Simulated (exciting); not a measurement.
Two BSE runs for the Se K edge of SnSe, space group Fm-3m. Run A: exciting, all-electron LAPW+lo, LDA, exchange and screened direct term (singlet BSE), 5×5×5 shifted k points, 21 conduction bands, |G+q| up to 3 bohr⁻¹, full RPA screening with nempty = 44, Lorentzian half width 1.17 eV. Run B differs in one setting: k mesh, kernel cutoff, basis, band set, screening or width.

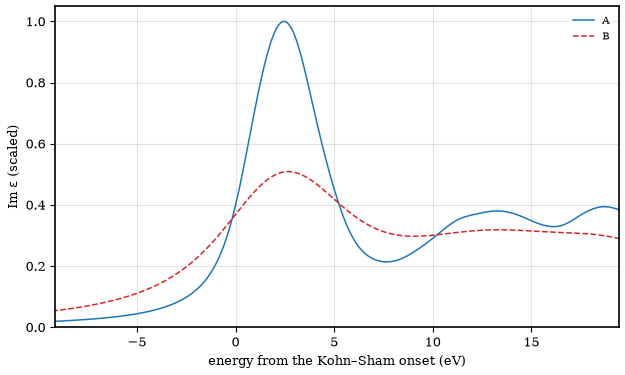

Energy from the Kohn–Sham onset, core level to the lowest empty state found on the meshes used; one zero for both, scaled to A's maximum.

Question: Which is the likeliest?

The half width (eV) from 1.17 to 3.51. Against run A the r.m.s. difference is 37 %. The highest maximum lies at 2.7 eV (0.51), against 2.5 eV (1.00). Only the width of each line changes; the area stays. A table step wider than the lines misses their tops. Other settings could leave a like mark; this is the change that was made.

[Hosts, paths, dates, database ids (printed as entryN), source tags and the programs' standing remarks are cut or masked in the printed files.]
